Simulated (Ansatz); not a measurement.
## CdS (zinc blende), energy against volume

CdS (zinc blende), conventional cell a = 5.927 Å, b = 5.927 Å, c = 5.927 Å, α = 90.00°, β = 90.00°, γ = 90.00°. The calculation uses the primitive cell of 2 atoms, to which meshes and values per cell refer.

This relaxed cell (volume V₀) is scaled evenly in all directions, its shape held. Symmetry pins the atoms to their sites.

The numbers are results of PBE (plane waves to 420 eV, PAW, scalar-relativistic; Ansatz, a first-principles code), not measurements. k mesh 10×10×10 (Γ-centred), Fermi-Dirac smearing 0.05 eV. Energies are smeared free energies. Stress and pressure are positive under compression. CdS was relaxed with its symmetry unable to fall. ΔE is measured from the relaxed starting cell.

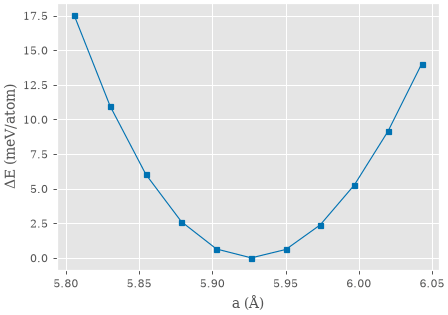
ΔE (meV/atom) against a (Å); markers are the computed points, lines only join them.

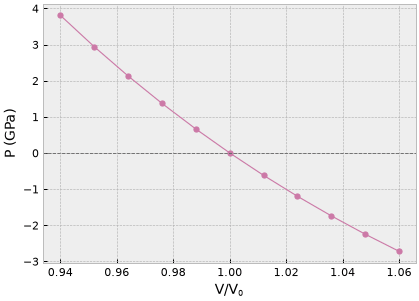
Figure. P (GPa) against V/V₀; one marker a computed point.

The energy cost of the largest expansion comes out as 14.0 meV/atom and the energy cost of the largest compression comes out as 17.5 meV/atom. The pressure for 5 % compression (fit) is 3.1 GPa and the bulk modulus B₀ (third-order Birch-Murnaghan fit) is 53.4 GPa. The pressure at the smallest volume is 3.81 GPa.

P = (3B₀/2)(x⁷ − x⁵)[1 + ¾(B₀′ − 4)(x² − 1)] with x = (1/0.95)^(1/3), B₀ = 53.4 GPa and B₀′ = 4.58.

(A scan under strain: stresses follow from slopes of the energy per volume, elastic moduli from its curvatures.)
